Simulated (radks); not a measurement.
**Valence configurations of W⁺**

NIST gives [Xe] 4f14 5d4 6s1 as the ground configuration of W⁺. Does this level of theory agree? Several fillings of the valence shells are run.

The numbers are computed with radks (a radial shooting solver on a logarithmic mesh, Libxc functionals) version 1 (Dirac Kohn-Sham, PBEsol, spin-unpolarised, spherical densities, point nucleus; open shells fill j = l - 1/2 first), except any that are marked as measured or tabulated.

**1. What is computed**

```
element       : tungsten (Z = 74)
charge        : +1
electrons     : 73
configuration : [Xe] 4f14 5d4 6s1
others tried  : 4f13 5d4 6s2; 4f11 5d6 6s2; 4f12 5d6 6s1; 4f14 5d4 6p1; 4f10 5d7 6s2; 4f14 5d3 6s2; 4f14 5d5; 4f13.5 5d4 6s1 6p0.5; 4f13 5d4 6s1 6p1
```

**2. [Xe] 4f14 5d4 6s1**

The run's settings:

```text
Z 74
configuration [Xe] 4f14 5d4 6s1
relativity Dirac
functional pbe_sol,pbe_sol
spin unpolarised
j_filling energy
nucleus point
c 137.035999084
```

**3. [Xe] 4f13 5d4 6s2**

Settings, as their differences from step 2:

```diff
@@ -1,3 +1,3 @@
 Z 74
-configuration [Xe] 4f14 5d4 6s1
+configuration [Xe] 4f13 5d4 6s2
 relativity Dirac
```

**4. [Xe] 4f11 5d6 6s2**

Settings, as their differences from step 3:

```diff
@@ -1,3 +1,3 @@
 Z 74
-configuration [Xe] 4f13 5d4 6s2
+configuration [Xe] 4f11 5d6 6s2
 relativity Dirac
```

**5. [Xe] 4f12 5d6 6s1**

Settings, as their differences from step 4:

```diff
@@ -1,3 +1,3 @@
 Z 74
-configuration [Xe] 4f11 5d6 6s2
+configuration [Xe] 4f12 5d6 6s1
 relativity Dirac
```

**6. [Xe] 4f14 5d4 6p1**

Settings, as their differences from step 5:

```diff
@@ -1,3 +1,3 @@
 Z 74
-configuration [Xe] 4f12 5d6 6s1
+configuration [Xe] 4f14 5d4 6p1
 relativity Dirac
```

**7. [Xe] 4f10 5d7 6s2**

Settings, as their differences from step 6:

```diff
@@ -1,3 +1,3 @@
 Z 74
-configuration [Xe] 4f14 5d4 6p1
+configuration [Xe] 4f10 5d7 6s2
 relativity Dirac
```

**8. [Xe] 4f14 5d3 6s2**

Settings, as their differences from step 7:

```diff
@@ -1,3 +1,3 @@
 Z 74
-configuration [Xe] 4f10 5d7 6s2
+configuration [Xe] 4f14 5d3 6s2
 relativity Dirac
```

**9. [Xe] 4f14 5d5**

Settings, as their differences from step 8:

```diff
@@ -1,3 +1,3 @@
 Z 74
-configuration [Xe] 4f14 5d3 6s2
+configuration [Xe] 4f14 5d5
 relativity Dirac
```

**10. [Xe] 4f13.5 5d4 6s1 6p0.5**

Settings, as their differences from step 9:

```diff
@@ -1,3 +1,3 @@
 Z 74
-configuration [Xe] 4f14 5d5
+configuration [Xe] 4f13.5 5d4 6s1 6p0.5
 relativity Dirac
```

**11. [Xe] 4f13 5d4 6s1 6p1**

Settings, as their differences from step 10:

```diff
@@ -1,3 +1,3 @@
 Z 74
-configuration [Xe] 4f13.5 5d4 6s1 6p0.5
+configuration [Xe] 4f13 5d4 6s1 6p1
 relativity Dirac
```

Q: Predict the outcome of this session. Wanted: for each run, valence; E − E(NIST configuration); highest level; its energy; 1s shift.

As calculated:

| valence | E − E(NIST configuration) (eV) | highest level | its energy (eV) | 1s shift (eV) |
| --- | --- | --- | --- | --- |
| 4f14 5d4 6s1 | 0.000 | 5d3/2 | -11.954 | +0.00 |
| 4f14 5d3 6s2 | 0.292 | 6s1/2 | -13.090 | -2.83 |
| 4f14 5d5 | 1.225 | 5d5/2 | -9.665 | +2.26 |
| 4f14 5d4 6p1 | 4.846 | 6p1/2 | -7.929 | -1.22 |
| 4f13.5 5d4 6s1 6p0.5 | 17.324 | 6p1/2 | -8.033 | -6.65 |
| 4f13 5d4 6s2 | 32.262 | 6s1/2 | -13.436 | -12.38 |
| 4f13 5d4 6s1 6p1 | 37.602 | 6p1/2 | -8.761 | -13.60 |
| 4f12 5d6 6s1 | 71.762 | 6s1/2 | -12.715 | -19.74 |
| 4f11 5d6 6s2 | 122.90 | 6s1/2 | -14.048 | -33.57 |
| 4f10 5d7 6s2 | 181.62 | 6s1/2 | -14.289 | -44.89 |

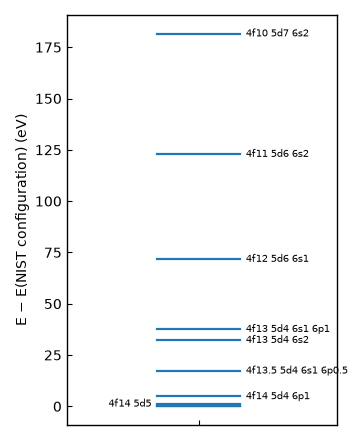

Energies of the configurations.

In words: The NIST configuration is the lowest of those tried, 0.292 eV under 4f14 5d3 6s2. The energies are those of spherical spin-averaged densities, not of single terms. The 1s eigenvalue shifts by up to 44.89 eV as the valence charge is rearranged.
